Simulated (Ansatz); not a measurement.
The figure comes from a scan of Pt (fcc, Cu type): a phonon pattern at L = (0.5, 0.0, 0.0) is frozen into a 2-atom cell, Q being the largest atomic displacement. The numbers are results of r2SCAN (plane waves to 500 eV, PAW, scalar-relativistic; Ansatz, a quantum-chemistry and plane-wave program), not measurements. k mesh 10×20×20 (Γ-centred), Fermi-Dirac smearing 0.05 eV. The energy includes the smearing's −TS. With partly filled bands, energies and forces of such displacements shift with the k mesh and the smearing. Pt is run without spin polarisation. Pt was relaxed with its symmetry unable to fall. Spin-orbit coupling is left out, though Pt is heavy. The zero of ΔE is the undisplaced structure.

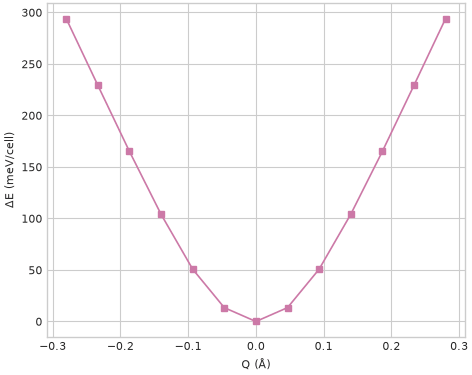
*ΔE (meV/cell) against Q (Å); one marker a computed point.*

**Question.** Read the plotted values off the figure, to the accuracy that the plot allows.

**Answer.** To the nearest 5:

```tsv
Q (Å)	ΔE (meV/cell)
-0.280	295
-0.233	230
-0.187	165
-0.140	105
-0.093	50
-0.047	15
0.000	0
0.047	15
0.093	50
0.140	105
0.187	165
0.233	230
0.280	295
```

(For displaced atoms, the force is minus the slope of the energy, and its curvature is a force constant, which sets phonon frequencies.)
